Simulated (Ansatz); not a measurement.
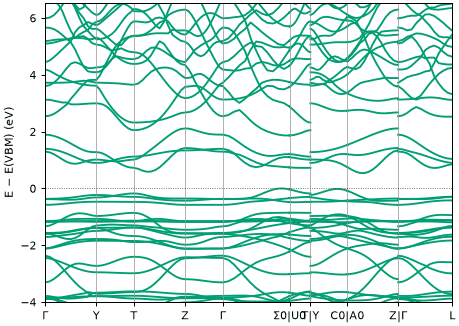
Band structure from LDA in the plane-wave PAW code Ansatz

**Question.** Read off the gap and where the band edges lie.

**Answer.** About 0.5 eV (0.53 eV by a search for the band edges); maximum on the Γ–Σ0 line, 87 % of the way from Γ, minimum on the A0–Z line, 30 % of the way from A0.

The material is Cs₂Ni₃Se₄ in space group Fmmm (No. 69; Cs on 8i, Ni on 8e, Ni on 4a, Se on 16m).

The first step of the workflow began from a Materials Project structure, measured or hypothetical; the Crystallography Open Database copy checked does not list it. Its standing as an ambient phase is unchecked. Symmetry was held in the LDA relaxation; of distortions, only those at the zone centre were tested. No spin polarisation was allowed. Scalar-relativistic: spin–orbit coupling is off unless named, which matters more the heavier the elements.

Potentials: the later of the program's two PAW sets.
